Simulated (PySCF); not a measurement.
## C₃H₆BF₃Si: excited-state calculation

C₃H₆BF₃Si, computed with TDDFT PBE0/def2-SVPD, vertical, gas phase, core orbitals frozen in the response (PySCF 2.14.0).

The geometry comes from this level: GFN2-xTB. It belongs to a series of runs on one base structure; here: constitutional isomer.

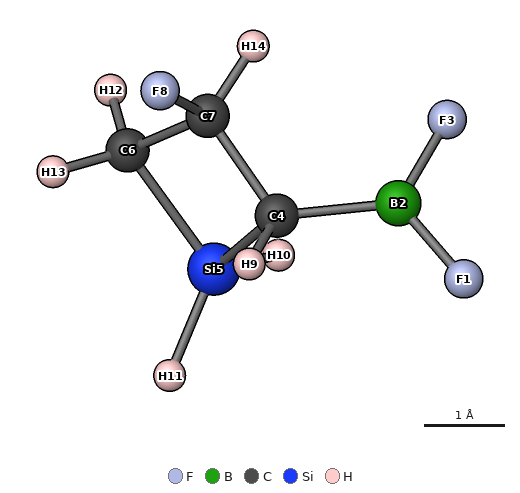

**Figure 1.** The structure as given in the input (ball-and-stick view, seen at a tilt; atoms are numbered from 1 in the order of the input). Bond lengths as drawn: B–C 1.54 Å, B–F 1.32 to 1.33 Å, C–C 1.54 Å, C–F 1.38 Å, C–H 1.09 Å, C–Si 1.91 to 1.94 Å and H–Si 1.46 Å.

### Input
```
{"job": {"kind": "uv", "xc": "PBE0", "basis": "def2-SVPD", "nstates": 8, "ntriplets": 3}, "charge": 0, "multiplicity": 1}
F      2.726558    -1.548799    -0.461667
B      1.882590    -0.542963    -0.629200
F      2.077806     0.130465    -1.753499
C      0.697952    -0.265204     0.319609
Si    -0.991850    -1.105345    -0.139339
C     -1.469597     0.702586     0.251328
C      0.011305     1.110078     0.266997
F      0.332534     1.888469     1.356684
H      0.936547    -0.513419     1.353785
H     -1.125039    -1.486295    -1.543668
H     -1.405908    -2.163455     0.778105
H     -2.078341     1.266785    -0.450223
H     -1.898694     0.838599     1.242909
H      0.303460     1.688026    -0.613987
```

The first line tells a small driver script what to run in PySCF; the rest is the geometry in Å.

Launched with:
```bash
OMP_NUM_THREADS=1 python <driver script> task.json out
```

### Output
```
coarse grid: 12952 points
cycle   1  E = -730.7466813214  dE =  8.885e-01  |g| = 7.322e-01  |ddm| = 5.168e+00
cycle   2  E = -730.6766553750  dE =  7.003e-02  |g| = 9.975e-01  |ddm| = 1.768e+00
cycle   3  E = -730.8467358838  dE = -1.701e-01  |g| = 7.194e-02  |ddm| = 9.228e-01
cycle   4  E = -730.8475044222  dE = -7.685e-04  |g| = 3.601e-02  |ddm| = 1.183e-01
cycle   5  E = -730.8478057792  dE = -3.014e-04  |g| = 5.718e-03  |ddm| = 5.232e-02
cycle   6  E = -730.8478121783  dE = -6.399e-06  |g| = 2.094e-03  |ddm| = 1.153e-02
final grid: 123808 points
cycle   7  E = -730.9405171039  dE = -4.528e-05  |g| = 9.074e-03  |ddm| = 9.234e-02
cycle   8  E = -730.9404986663  dE =  1.844e-05  |g| = 1.319e-02  |ddm| = 2.473e-02
cycle   9  E = -730.9405350600  dE = -3.639e-05  |g| = 8.448e-04  |ddm| = 1.440e-02
cycle  10  E = -730.9405351761  dE = -1.160e-07  |g| = 2.727e-04  |ddm| = 1.229e-03
cycle  11  E = -730.9405351897  dE = -1.362e-08  |g| = 4.264e-05  |ddm| = 4.334e-04
cycle  12  E = -730.9405351901  dE = -4.043e-10  |g| = 1.643e-05  |ddm| = 1.170e-04
```

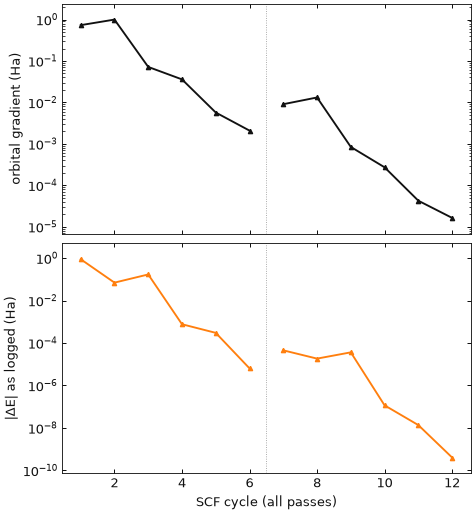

**Figure 2.** Convergence of the self-consistent field: orbital gradient and size of the energy change against the SCF cycle. The dotted line marks the change from a coarse to the final integration grid. The first 6 cycles use a coarse grid, the final grid takes over at cycle 7, and the field converges after 12 cycles in all.

```
converged SCF energy = -730.9405351901

Static polarisability (au): isotropic 72.965, principal 64.171 76.200 78.523

Singlet excitations
state   eV       nm        f      main configurations
  1   7.0022    177.1   0.08185   H->L 0.58, H-1->L 0.38
  2   7.0703    175.4   0.05198   H-1->L 0.58, H->L 0.37
  3   7.4943    165.4   0.06841   H->L+1 0.93
  4   7.6195    162.7   0.02296   H->L+2 0.80, H-1->L+1 0.10
  5   7.7365    160.3   0.04274   H-1->L+1 0.82, H->L+2 0.10
  6   7.9105    156.7   0.02873   H-1->L+2 0.59, H-2->L 0.35
  7   7.9683    155.6   0.04404   H-2->L 0.53, H-1->L+2 0.36
  8   8.0653    153.7   0.01071   H->L+3 0.54, H-3->L 0.26

Triplet excitations (Tamm-Dancoff, eV): 6.1606 6.5904 6.8016
```

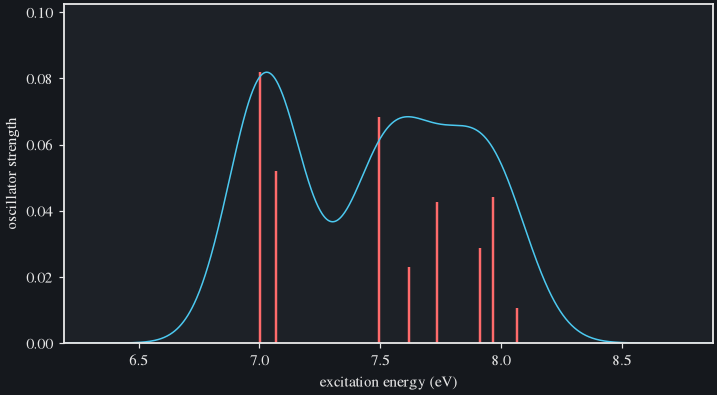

**Figure 3.** Computed excitations as sticks (degenerate states added up, dark ones marked on the axis), with a Gaussian envelope of 0.35 eV full width at half maximum, scaled to the tallest. Of the 8 states the lowest lies at 7.00 eV (f = 0.082); the strongest line is at 7.00 eV, or 177 nm (f = 0.082).

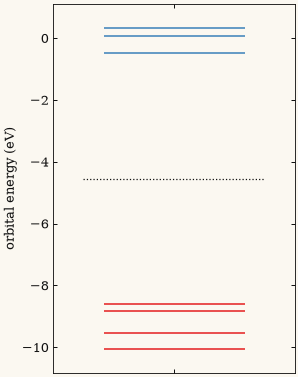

**Figure 4.** Orbital energies near the frontier; the dotted line parts filled from empty levels, and levels within 0.02 eV of each other stand side by side. Highest filled −8.60 eV, lowest empty −0.48 eV, 8.12 eV apart.

### Results in brief

| quantity | value |
| --- | --- |
| outcome | converged |
| total energy | −730.940535 hartree |
| HOMO | −8.60 eV |
| LUMO | −0.48 eV |
| dipole moment | 2.67 D |
| mean polarisability | 72.96 a.u. |
| lowest singlet excitation | 7.00 eV |
| hardware | 1 CPU thread, shared host |
| wall time | 91 s |
| peak memory | 0.84 GiB |
